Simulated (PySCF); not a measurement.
**C5H3F3: NMR shifts at several levels of theory**

Aim: compute the NMR shifts of C5H3F3 (`C#C/C(F)=C/C(F)F`) at several levels, and see how far they spread and what each costs.

The runs use PySCF 2.14.0, with density-fitted response routines of our own; the level of theory stands in each step. All values are computed, except where a source is named. Atoms count from 0, in the outputs and in this text.

## 1. The molecule as given

11 atoms, charge 0, multiplicity 1; geometry from: GFN2-xTB. The atoms were then displaced at random by about 0.01 Å, so the start is not that level's minimum.

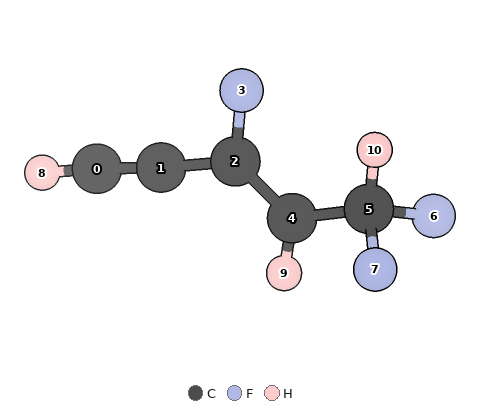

The starting geometry (carbon dark grey, fluorine light blue, hydrogen pink), atoms numbered.

## 2. Geometry optimisation at PBE0-D3(BJ)/def2-SVP

Job settings and geometry (Å):

```
{"job": {"xc": "PBE0", "basis": "def2-SVP", "d3": "d3bj", "grid": 1, "shake": 0.01, "kind": "geom"}, "charge": 0, "multiplicity": 1}
C      3.090890     0.112060     0.261990
C      1.884800     0.091980     0.473320
C      0.496360     0.050880     0.794100
F      0.283640     0.125270     2.117130
C     -0.474030    -0.055050    -0.096240
C     -1.919360    -0.086550     0.293120
F     -2.487170    -1.231330    -0.166160
F     -2.577690     0.935510    -0.295940
H      4.093590     0.176250     0.052640
H     -0.252330    -0.105760    -1.128810
H     -2.100590    -0.039090     1.388770
```

The run is started by

```bash
OMP_NUM_THREADS=1 python probes_run.py task.json out
```

One launch serves the whole session: the jobs run in the order shown.

The program printed:

```text
step   0  E = -490.87902785  max force = 0.070243
step   1  E = -490.88159231  max force = 0.022540
step   2  E = -490.88232014  max force = 0.010774
step   3  E = -490.88294644  max force = 0.014611
step   4  E = -490.88323466  max force = 0.002569
step   5  E = -490.88325270  max force = 0.007533
step   6  E = -490.88334419  max force = 0.000858
step   7  E = -490.88335133  max force = 0.000846
step   8  E = -490.88335691  max force = 0.000280
optimisation converged
```

Run time: 57 s. Hardware: 1 thread of Arm Neoverse V1, shared host; peak memory 0.52 GiB.

Along the way:

| step | energy from step 0 (eV) | largest force component (eV/Å) |
| --- | --- | --- |
| 0 | 0.0000 | 3.6120 |
| 1 | -0.0698 | 1.1591 |
| 2 | -0.0896 | 0.5540 |
| 3 | -0.1066 | 0.7513 |
| 4 | -0.1145 | 0.1321 |
| 5 | -0.1150 | 0.3874 |
| 6 | -0.1175 | 0.0441 |
| 7 | -0.1176 | 0.0435 |
| 8 | -0.1178 | 0.0144 |

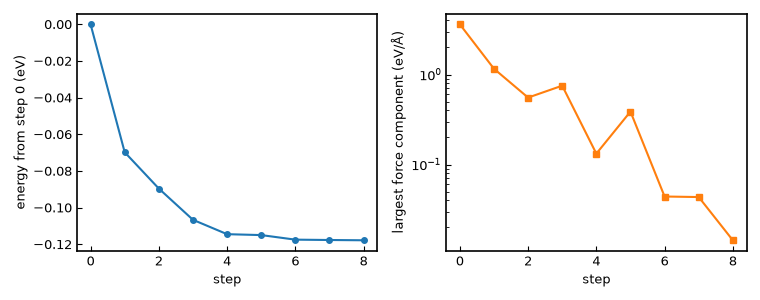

Energy and force, step by step.

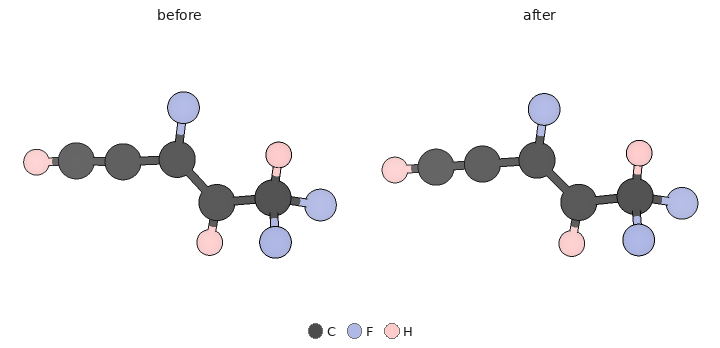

Before and after, at one scale.

Close pairs (by a distance rule), those that changed most:

| bond | before (Å) | after (Å) | change (Å) |
| --- | --- | --- | --- |
| C0–H8 | 1.026 | 1.075 | +0.049 |
| C4–H9 | 1.057 | 1.091 | +0.034 |
| C2–C4 | 1.321 | 1.338 | +0.017 |
| C0–C1 | 1.225 | 1.212 | -0.013 |
| C5–H10 | 1.112 | 1.101 | -0.010 |
| C4–C5 | 1.497 | 1.488 | -0.010 |
| C2–F3 | 1.342 | 1.335 | -0.007 |
| C5–F6 | 1.358 | 1.354 | -0.004 |

The next job starts from the end point, and lists it.

| at the end point | value |
| --- | --- |
| point group (found at 0.08 Å tolerance) | Cs |
| rotational constants (GHz, main isotopes) | 4.510, 0.992, 0.951 |
| dipole moment (D) | 2.52 |

## 3. Shielding tensors: PBE0/6-31G*

Job settings and geometry (Å):

```
{"job": {"kind": "nmr", "xc": "PBE0", "basis": "6-31G*", "pop": true}, "charge": 0, "multiplicity": 1}
C      3.068622     0.202210     0.173204
C      1.893498     0.141636     0.462743
C      0.513192     0.068317     0.805567
F      0.270697     0.154996     2.115815
C     -0.491790    -0.071138    -0.067229
C     -1.921474    -0.140607     0.338038
F     -2.472505    -1.289784    -0.119694
F     -2.607339     0.881479    -0.226135
H      4.110882     0.256758    -0.085226
H     -0.267193    -0.133833    -1.133376
H     -2.058759    -0.095606     1.429994
```

With the program's defaults for keys left out, this is: GIAO PBE0/6-31G* NMR shielding, non-relativistic, gas phase.

The program printed:

```text
coarse grid: 10552 points
cycle   1  E = -491.1280909746  dE =  1.266e+00  |g| = 8.416e-01  |ddm| = 3.606e+00
cycle   2  E = -491.0226462930  dE =  1.054e-01  |g| = 1.177e+00  |ddm| = 1.623e+00
cycle   3  E = -491.2513378954  dE = -2.287e-01  |g| = 1.234e-01  |ddm| = 9.977e-01
cycle   4  E = -491.2534048262  dE = -2.067e-03  |g| = 8.661e-02  |ddm| = 1.696e-01
cycle   5  E = -491.2552727274  dE = -1.868e-03  |g| = 1.606e-02  |ddm| = 7.496e-02
cycle   6  E = -491.2553330972  dE = -6.037e-05  |g| = 4.334e-03  |ddm| = 1.840e-02
cycle   7  E = -491.2553367161  dE = -3.619e-06  |g| = 1.760e-03  |ddm| = 5.316e-03
final grid: 106968 points
cycle   8  E = -491.2319123165  dE = -2.495e-05  |g| = 9.150e-03  |ddm| = 3.404e-02
cycle   9  E = -491.2318899337  dE =  2.238e-05  |g| = 1.425e-02  |ddm| = 2.158e-02
cycle  10  E = -491.2319292016  dE = -3.927e-05  |g| = 1.337e-03  |ddm| = 1.320e-02
cycle  11  E = -491.2319296339  dE = -4.323e-07  |g| = 4.843e-04  |ddm| = 1.651e-03
cycle  12  E = -491.2319296881  dE = -5.417e-08  |g| = 1.665e-04  |ddm| = 5.047e-04
cycle  13  E = -491.2319296935  dE = -5.369e-09  |g| = 8.586e-05  |ddm| = 1.857e-04
cycle  14  E = -491.2319296952  dE = -1.741e-09  |g| = 7.213e-06  |ddm| = 7.483e-05
cycle  15  E = -491.2319296952  dE = -1.148e-11  |g| = 3.037e-06  |ddm| = 8.183e-06
converged SCF energy = -491.2319296952

GIAO shielding tensors (ppm)
atom      isotropic    diamagn.    paramagn.     s11        s22        s33       span
  0 C      112.922     282.810    -169.888     58.439     65.153    215.173    156.734
  1 C      125.647     247.341    -121.694     39.716     40.084    297.141    257.425
  2 C       54.328     249.630    -195.302    -24.905     86.733    101.157    126.062
  3 F      300.166     469.417    -169.251    211.580    287.913    401.005    189.424
  4 C       82.057     261.371    -179.314    -11.872    105.755    152.289    164.161
  5 C       87.493     240.257    -152.763     67.450     85.816    109.214     41.764
  6 F      324.431     469.317    -144.885    229.794    344.263    399.237    169.443
  7 F      323.176     469.453    -146.277    227.586    342.867    399.076    171.490
  8 H       28.959      30.213      -1.254     25.494     25.561     35.821     10.327
  9 H       26.699      31.423      -4.724     24.944     25.235     29.917      4.973
 10 H       25.442      26.698      -1.256     23.228     24.904     28.193      4.965
```

Wall time 11 s (1 thread of Arm Neoverse V1, shared host); peak memory 0.64 GiB.

Shifts follow as δ = σ(reference) − σ, with reference shieldings (ppm) from runs at the same level and on the same kind of geometry: ¹H TMS 31.96, ¹³C TMS 194.1, ¹⁹F CFCl3 198.9. The references are single molecules in the gas phase, so shifts against H2O, NH3, PH3, H3PO4 or CFCl3 are not on the usual liquid scales and can be off by tens of ppm. Atoms listed in one row are averaged.

| atoms | environment | σ (ppm) | δ (ppm) |
| --- | --- | --- | --- |
| C2 | fully substituted alkene carbon bonded to F | 54.3 | 139.8 |
| C4 | alkene CH | 82.1 | 112.1 |
| C5 | allylic sp3 CH bonded to 2 F | 87.5 | 106.6 |
| C0 | terminal alkyne carbon | 112.9 | 81.2 |
| C1 | alkyne carbon | 125.6 | 68.5 |
| H10 | hydrogen on an allylic sp3 CH bonded to 2 F | 25.44 | 6.52 |
| H9 | hydrogen on an alkene CH | 26.70 | 5.26 |
| H8 | hydrogen on a terminal alkyne carbon | 28.96 | 3.00 |
| F3 | vinylic fluorine | 300.2 | -101.3 |
| F6, F7 | fluorine of a CF2 group | 323.8 | -124.9 |

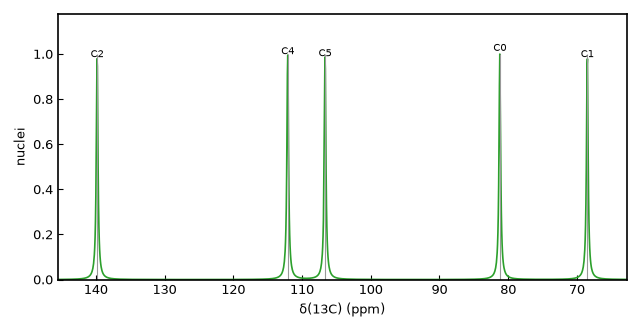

¹³C lines at the computed shifts, without couplings. Lines are broadened to a width of 0.29 ppm (Lorentzian).

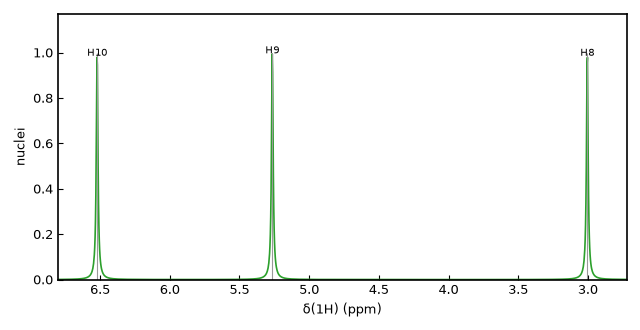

¹H lines at the computed shifts, without couplings. Lines are broadened to a width of 0.01 ppm (Lorentzian).

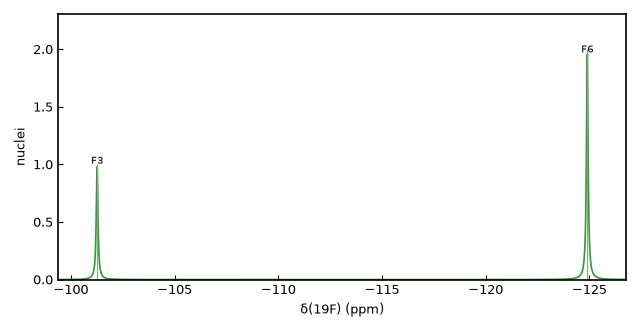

¹⁹F lines at the computed shifts, without couplings. Lines are broadened to a width of 0.09 ppm (Lorentzian).

Charges from the same density, by scheme (e):

| atoms | Mulliken | IAO | Hirshfeld | ESP fit |
| --- | --- | --- | --- | --- |
| C0 | -0.50 | -0.17 | -0.07 | -0.30 |
| C1 | 0.28 | -0.05 | -0.05 | -0.10 |
| C2 | 0.31 | 0.29 | 0.11 | 0.36 |
| F3 | -0.29 | -0.25 | -0.06 | -0.12 |
| C4 | -0.30 | -0.22 | -0.08 | -0.46 |
| C5 | 0.50 | 0.45 | 0.15 | 0.39 |
| F6, F7 | -0.32 | -0.29 | -0.11 | -0.19 |

Hirshfeld charges:

| atom | value (e) |
| --- | --- |
| C0 | -0.07 |
| C1 | -0.05 |
| C2 | 0.11 |
| F3 | -0.06 |
| C4 | -0.08 |
| C5 | 0.15 |
| F6 | -0.11 |
| F7 | -0.11 |
| H8 | 0.11 |
| H9 | 0.07 |
| H10 | 0.05 |

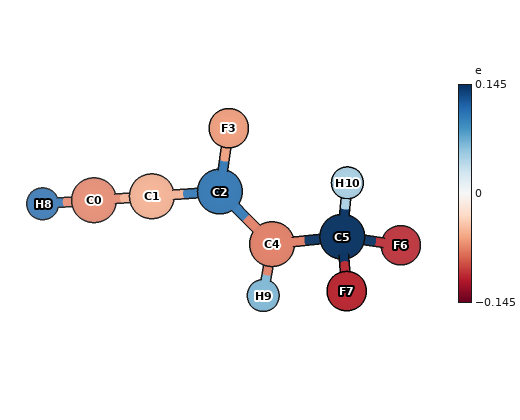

Hirshfeld charges, as colours on the atoms.

Mayer bond orders: C0–C1 2.78, C1–C2 0.99, C2–F3 0.98, C2–C4 1.73, C4–C5 0.96, C5–F6 0.92, C5–F7 0.93.

## 4. Nuclear shieldings: PBE0/6-311+G(2d,p)

Settings changed since step 3:

```diff
@@ -1,2 +1,2 @@
-{"job": {"kind": "nmr", "xc": "PBE0", "basis": "6-31G*", "pop": true}, "charge": 0, "multiplicity": 1}
+{"job": {"kind": "nmr", "xc": "PBE0", "basis": "6-311+G(2d,p)", "pop": true}, "charge": 0, "multiplicity": 1}
 C      3.068622     0.202210     0.173204
```

With the program's defaults for keys left out, this is: GIAO PBE0/6-311+G(2d,p) NMR shielding, non-relativistic, gas phase.

The program printed:

```text
coarse grid: 10552 points
cycle   1  E = -491.2747855178  dE =  1.273e+00  |g| = 8.222e-01  |ddm| = 3.826e+01
cycle   2  E = -491.1647920916  dE =  1.100e-01  |g| = 1.197e+00  |ddm| = 2.192e+00
cycle   3  E = -491.3855864342  dE = -2.208e-01  |g| = 1.255e-01  |ddm| = 9.184e-01
cycle   4  E = -491.3872226059  dE = -1.636e-03  |g| = 9.248e-02  |ddm| = 1.999e-01
cycle   5  E = -491.3892481101  dE = -2.026e-03  |g| = 2.248e-02  |ddm| = 6.771e-02
cycle   6  E = -491.3893581898  dE = -1.101e-04  |g| = 4.228e-03  |ddm| = 2.741e-02
cycle   7  E = -491.3893615172  dE = -3.327e-06  |g| = 1.618e-03  |ddm| = 5.523e-03
final grid: 106968 points
cycle   8  E = -491.4025491712  dE = -5.522e-05  |g| = 6.347e-03  |ddm| = 2.054e-01
cycle   9  E = -491.4025387079  dE =  1.046e-05  |g| = 9.726e-03  |ddm| = 1.808e-02
cycle  10  E = -491.4025577237  dE = -1.902e-05  |g| = 1.198e-03  |ddm| = 9.996e-03
cycle  11  E = -491.4025580225  dE = -2.988e-07  |g| = 4.033e-04  |ddm| = 3.098e-03
cycle  12  E = -491.4025580544  dE = -3.188e-08  |g| = 1.758e-04  |ddm| = 4.669e-04
cycle  13  E = -491.4025580602  dE = -5.859e-09  |g| = 6.356e-05  |ddm| = 1.635e-04
cycle  14  E = -491.4025580611  dE = -8.811e-10  |g| = 2.081e-05  |ddm| = 5.476e-05
converged SCF energy = -491.4025580611

GIAO shielding tensors (ppm)
atom      isotropic    diamagn.    paramagn.     s11        s22        s33       span
  0 C       96.797     256.352    -159.555     37.063     44.472    208.855    171.793
  1 C      109.444     262.734    -153.291     14.410     15.135    298.786    284.376
  2 C       35.885     258.236    -222.351    -51.991     72.307     87.338    139.329
  3 F      283.425     486.428    -203.003    196.442    273.891    379.942    183.499
  4 C       67.652     251.724    -184.072    -34.723     94.806    142.873    177.596
  5 C       76.512     248.652    -172.140     56.898     73.712     98.926     42.027
  6 F      305.728     456.724    -150.997    198.866    333.038    385.279    186.413
  7 F      304.532     457.011    -152.479    197.073    331.868    384.655    187.582
  8 H       28.374      29.912      -1.538     24.618     24.846     35.658     11.039
  9 H       25.854      32.143      -6.288     23.441     24.387     29.736      6.294
 10 H       24.836      28.832      -3.996     23.074     23.954     27.481      4.407
```

Run time: 29 s. Hardware: 1 thread of Arm Neoverse V1, shared host; peak memory 0.95 GiB.

This run: δ C2 150.6, C4 118.8, C5 109.9, C0 89.6, H10 6.67, H9 5.66 ppm.

## 5. NMR shieldings: PBE0/def2-SVP

Settings changed since step 4:

```diff
@@ -1,2 +1,2 @@
-{"job": {"kind": "nmr", "xc": "PBE0", "basis": "6-311+G(2d,p)", "pop": true}, "charge": 0, "multiplicity": 1}
+{"job": {"kind": "nmr", "xc": "PBE0", "basis": "def2-SVP", "pop": true}, "charge": 0, "multiplicity": 1}
 C      3.068622     0.202210     0.173204
```

With the program's defaults for keys left out, this is: GIAO PBE0/def2-SVP NMR shielding, non-relativistic, gas phase.

The program printed:

```text
coarse grid: 10552 points
cycle   1  E = -490.6844135369  dE =  1.201e+00  |g| = 8.285e-01  |ddm| = 3.768e+00
cycle   2  E = -490.5803404234  dE =  1.041e-01  |g| = 1.155e+00  |ddm| = 1.677e+00
cycle   3  E = -490.8039430243  dE = -2.236e-01  |g| = 1.212e-01  |ddm| = 1.034e+00
cycle   4  E = -490.8056309297  dE = -1.688e-03  |g| = 9.010e-02  |ddm| = 1.659e-01
cycle   5  E = -490.8076662131  dE = -2.035e-03  |g| = 1.610e-02  |ddm| = 7.686e-02
cycle   6  E = -490.8077262466  dE = -6.003e-05  |g| = 3.962e-03  |ddm| = 1.860e-02
cycle   7  E = -490.8077291459  dE = -2.899e-06  |g| = 1.779e-03  |ddm| = 5.229e-03
final grid: 106968 points
cycle   8  E = -490.8764870957  dE = -2.506e-05  |g| = 7.774e-03  |ddm| = 2.848e-02
cycle   9  E = -490.8764700747  dE =  1.702e-05  |g| = 1.212e-02  |ddm| = 1.855e-02
cycle  10  E = -490.8764997312  dE = -2.966e-05  |g| = 1.157e-03  |ddm| = 1.154e-02
cycle  11  E = -490.8765000583  dE = -3.271e-07  |g| = 3.954e-04  |ddm| = 1.496e-03
cycle  12  E = -490.8765000930  dE = -3.474e-08  |g| = 1.379e-04  |ddm| = 4.256e-04
cycle  13  E = -490.8765000964  dE = -3.362e-09  |g| = 8.008e-05  |ddm| = 1.612e-04
cycle  14  E = -490.8765000980  dE = -1.549e-09  |g| = 7.347e-06  |ddm| = 6.820e-05
cycle  15  E = -490.8765000980  dE = -1.012e-11  |g| = 2.227e-06  |ddm| = 8.156e-06
converged SCF energy = -490.8765000980

GIAO shielding tensors (ppm)
atom      isotropic    diamagn.    paramagn.     s11        s22        s33       span
  0 C      108.488     262.926    -154.438     52.813     59.845    212.805    159.991
  1 C      121.105     255.272    -134.167     33.041     33.187    297.086    264.045
  2 C       48.844     251.805    -202.961    -34.808     81.645     99.694    134.502
  3 F      300.366     468.654    -168.288    212.090    284.362    404.645    192.555
  4 C       78.507     260.930    -182.423    -20.701    102.554    153.669    174.370
  5 C       85.708     241.445    -155.737     64.039     84.150    108.934     44.895
  6 F      326.358     467.618    -141.260    229.370    341.828    407.876    178.507
  7 F      325.252     467.831    -142.579    227.359    340.801    407.594    180.235
  8 H       28.341      32.857      -4.516     24.605     24.743     35.676     11.071
  9 H       26.006      33.136      -7.130     23.794     24.590     29.632      5.838
 10 H       25.026      28.023      -2.996     22.942     24.542     27.595      4.653
```

It took 11 s on 1 thread of Arm Neoverse V1, shared host; peak memory 0.68 GiB.

This run: δ C2 144.9, C4 115.2, C5 108.0, C0 85.2, H10 6.32, H9 5.34 ppm.

## 6. Shielding tensors: PBE0/def2-TZVP

Settings changed since step 5:

```diff
@@ -1,2 +1,2 @@
-{"job": {"kind": "nmr", "xc": "PBE0", "basis": "def2-SVP", "pop": true}, "charge": 0, "multiplicity": 1}
+{"job": {"kind": "nmr", "xc": "PBE0", "basis": "def2-TZVP", "pop": true}, "charge": 0, "multiplicity": 1}
 C      3.068622     0.202210     0.173204
```

Level: GIAO PBE0/def2-TZVP NMR shielding, non-relativistic, gas phase.

The program printed:

```text
coarse grid: 10552 points
cycle   1  E = -491.3344658371  dE =  1.260e+00  |g| = 8.344e-01  |ddm| = 4.521e+00
cycle   2  E = -491.2254311062  dE =  1.090e-01  |g| = 1.205e+00  |ddm| = 1.713e+00
cycle   3  E = -491.4469907880  dE = -2.216e-01  |g| = 1.269e-01  |ddm| = 1.139e+00
cycle   4  E = -491.4485762295  dE = -1.585e-03  |g| = 9.601e-02  |ddm| = 1.558e-01
cycle   5  E = -491.4507664131  dE = -2.190e-03  |g| = 2.267e-02  |ddm| = 6.572e-02
cycle   6  E = -491.4508784736  dE = -1.121e-04  |g| = 4.371e-03  |ddm| = 2.236e-02
cycle   7  E = -491.4508818918  dE = -3.418e-06  |g| = 1.802e-03  |ddm| = 4.901e-03
final grid: 106968 points
cycle   8  E = -491.4518925754  dE = -7.972e-05  |g| = 6.758e-03  |ddm| = 1.351e-01
cycle   9  E = -491.4518809897  dE =  1.159e-05  |g| = 1.018e-02  |ddm| = 1.826e-02
cycle  10  E = -491.4519018462  dE = -2.086e-05  |g| = 1.315e-03  |ddm| = 1.033e-02
cycle  11  E = -491.4519022073  dE = -3.611e-07  |g| = 4.116e-04  |ddm| = 1.965e-03
cycle  12  E = -491.4519022396  dE = -3.231e-08  |g| = 1.838e-04  |ddm| = 4.910e-04
cycle  13  E = -491.4519022460  dE = -6.388e-09  |g| = 5.912e-05  |ddm| = 2.256e-04
cycle  14  E = -491.4519022467  dE = -7.298e-10  |g| = 2.312e-05  |ddm| = 5.317e-05
converged SCF energy = -491.4519022467

GIAO shielding tensors (ppm)
atom      isotropic    diamagn.    paramagn.     s11        s22        s33       span
  0 C       97.494     269.148    -171.654     38.057     45.642    208.783    170.726
  1 C      109.313     257.260    -147.948     13.651     15.538    298.749    285.097
  2 C       33.927     246.218    -212.291    -54.421     70.102     86.100    140.521
  3 F      281.709     470.521    -188.811    191.798    273.192    380.138    188.339
  4 C       67.009     262.397    -195.388    -36.384     94.743    142.668    179.051
  5 C       73.763     238.798    -165.035     53.298     70.750     97.241     43.943
  6 F      306.356     465.431    -159.075    199.797    333.698    385.572    185.775
  7 F      305.097     465.846    -160.750    197.755    332.531    385.004    187.249
  8 H       28.323      29.289      -0.966     24.594     24.772     35.601     11.007
  9 H       25.836      32.882      -7.047     23.316     24.483     29.709      6.393
 10 H       24.852      28.370      -3.518     23.068     24.090     27.396      4.327
```

Run time: 37 s. Hardware: 1 thread of Arm Neoverse V1, shared host; peak memory 1.1 GiB.

This run: δ C2 152.7, C4 119.6, C5 112.9, C0 89.2, H10 6.63, H9 5.65 ppm.

## 7. Nuclear shieldings: PBE0/cc-pVDZ

Settings changed since step 6:

```diff
@@ -1,2 +1,2 @@
-{"job": {"kind": "nmr", "xc": "PBE0", "basis": "def2-TZVP", "pop": true}, "charge": 0, "multiplicity": 1}
+{"job": {"kind": "nmr", "xc": "PBE0", "basis": "cc-pVDZ", "pop": true}, "charge": 0, "multiplicity": 1}
 C      3.068622     0.202210     0.173204
```

Level: GIAO PBE0/cc-pVDZ NMR shielding, non-relativistic, gas phase.

The program printed:

```text
coarse grid: 10552 points
cycle   1  E = -491.1424975321  dE =  1.298e+00  |g| = 8.273e-01  |ddm| = 6.686e+00
cycle   2  E = -491.0350473859  dE =  1.075e-01  |g| = 1.165e+00  |ddm| = 2.815e+00
cycle   3  E = -491.2608328274  dE = -2.258e-01  |g| = 1.225e-01  |ddm| = 1.638e+00
cycle   4  E = -491.2626857008  dE = -1.853e-03  |g| = 8.966e-02  |ddm| = 2.547e-01
cycle   5  E = -491.2646949638  dE = -2.009e-03  |g| = 1.582e-02  |ddm| = 1.191e-01
cycle   6  E = -491.2647530350  dE = -5.807e-05  |g| = 4.127e-03  |ddm| = 3.152e-02
cycle   7  E = -491.2647562012  dE = -3.166e-06  |g| = 1.833e-03  |ddm| = 8.305e-03
final grid: 106968 points
cycle   8  E = -491.2737765843  dE = -3.057e-05  |g| = 8.325e-03  |ddm| = 7.235e-02
cycle   9  E = -491.2737576464  dE =  1.894e-05  |g| = 1.297e-02  |ddm| = 3.183e-02
cycle  10  E = -491.2737912193  dE = -3.357e-05  |g| = 1.270e-03  |ddm| = 1.912e-02
cycle  11  E = -491.2737916064  dE = -3.871e-07  |g| = 4.704e-04  |ddm| = 2.894e-03
cycle  12  E = -491.2737916565  dE = -5.011e-08  |g| = 1.683e-04  |ddm| = 8.157e-04
cycle  13  E = -491.2737916619  dE = -5.371e-09  |g| = 8.825e-05  |ddm| = 2.844e-04
cycle  14  E = -491.2737916637  dE = -1.845e-09  |g| = 8.168e-06  |ddm| = 1.199e-04
cycle  15  E = -491.2737916638  dE = -1.205e-11  |g| = 2.649e-06  |ddm| = 1.407e-05
converged SCF energy = -491.2737916638

GIAO shielding tensors (ppm)
atom      isotropic    diamagn.    paramagn.     s11        s22        s33       span
  0 C      111.591     267.660    -156.069     57.476     63.070    214.227    156.751
  1 C      123.649     245.595    -121.947     35.352     37.572    298.021    262.669
  2 C       52.141     251.823    -199.682    -29.551     83.686    102.287    131.838
  3 F      297.342     471.489    -174.147    207.560    287.217    397.250    189.689
  4 C       79.947     257.961    -178.014    -17.810    105.447    152.204    170.014
  5 C       89.097     244.472    -155.375     67.185     87.761    112.344     45.159
  6 F      321.890     468.542    -146.652    224.146    343.549    397.974    173.828
  7 F      320.551     468.721    -148.170    221.971    341.945    397.738    175.767
  8 H       28.239      33.354      -5.115     24.550     24.643     35.525     10.975
  9 H       25.924      32.930      -7.006     23.728     24.560     29.484      5.756
 10 H       24.970      28.587      -3.616     22.777     24.552     27.582      4.804
```

Wall time 12 s (1 thread of Arm Neoverse V1, shared host); peak memory 0.68 GiB.

In short: δ C2 144.6, C4 116.8, C5 107.7, C0 85.2, H10 6.32, H9 5.37 ppm.

(Part 1 of 2 ends here.)
